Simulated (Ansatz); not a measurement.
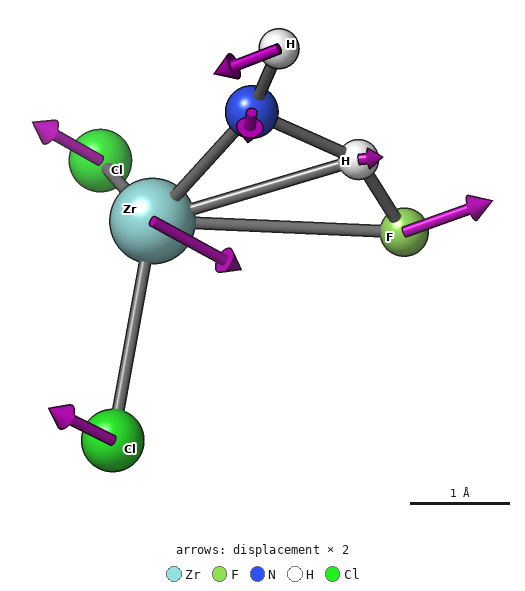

This is a constrained relaxation of ZrNH₂Cl₂F. The starting structure is drawn; purple arrows show the displacements, 2 times their true length. The two geometries are superimposed by the best rigid fit.

A ball-and-stick model, seen from a free direction.

The reaction that was planned forms F2–H4 and breaks Zr1–F2, N3–H4 (atoms numbered from 1 in input order).

Theory: RKS PBE0-D4/def2-SVP in Ansatz 0.2.0. Set-up: held fixed: the distance between atoms 2 (F) and 4 (H), the distance between atoms 1 (Zr) and 2 (F), the distance between atoms 3 (N) and 4 (H), counting from 1; force threshold 0.04 eV/Å; at most 150 steps.

What did the optimiser do to the structure, and how much energy did it gain?

Answer. The energy falls by 0.619 eV in 5 accepted moves (6 points after the start). Largest force component: 1.2 eV/Å at the start, 0.035 eV/Å at the end. The line search rejected the trial step at point 5 of the run. The atom that moves furthest after the best rigid fit is the Zr atom (0.60 Å). Largest moves by element: Zr 0.60 Å, F 0.51 Å, Cl 0.45 Å, H 0.39 Å, N 0.23 Å. Near-neighbour distances that change, for instance: H–Zr 2.244 → 2.157 Å, Cl–Zr 2.290 → 2.348 Å, N–Zr 1.900 → 1.854 Å, H–N 1.022 → 1.016 Å. Bond angles that change, for instance: F–Zr–Cl 97.5° → 123.7°, F–Zr–Cl 98.7° → 124.4°, N–Zr–Cl 123.8° → 111.3°. Cost: 13 s on 8 threads of Intel Xeon Platinum 8259CL @ 2.50GHz, on a shared host.
